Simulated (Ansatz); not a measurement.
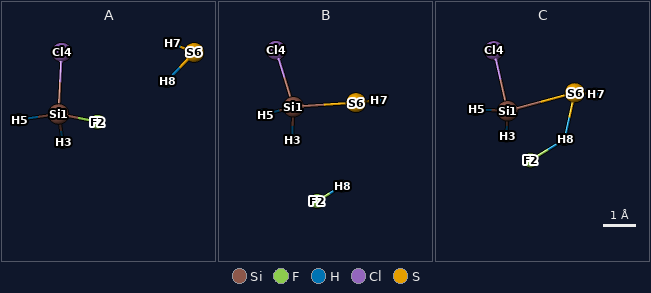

3 geometries from a converged minimum-energy path of SiH$_{4}$SClF, made up at the start of SiH₂ClF and H2S, shuffled. Style: ball-and-stick. Shown at a tilt.

Theory: Ansatz, RHF/6-31G*. Run with 5 movable images; climbing image; force threshold 0.05 eV/Å; iteration limit 60; starting path through a guess of the saddle point.

Which frame is the transition state?

Answer. C. In order along the path, whose images run from 0 to 6: A (image 2, +0.6 kJ/mol), C (image 4, +273.5 kJ/mol), B (image 6, +106.0 kJ/mol). Breaking: S6–H8 (1.33 → 1.51 at the top → 2.71 Å), Si1–F2 (1.59 → 1.90 at the top → 3.31 Å). Forming: F2–H8 (2.68 → 1.26 at the top → 0.91 Å), Si1–S6 (4.69 → 2.31 at the top → 2.15 Å).

Limits of the set-up: the start holds two separate molecules, 2.7 Å apart at their closest, whose relative position is a soft coordinate and is computed without a dispersion correction; Hartree-Fock leaves out electron correlation.
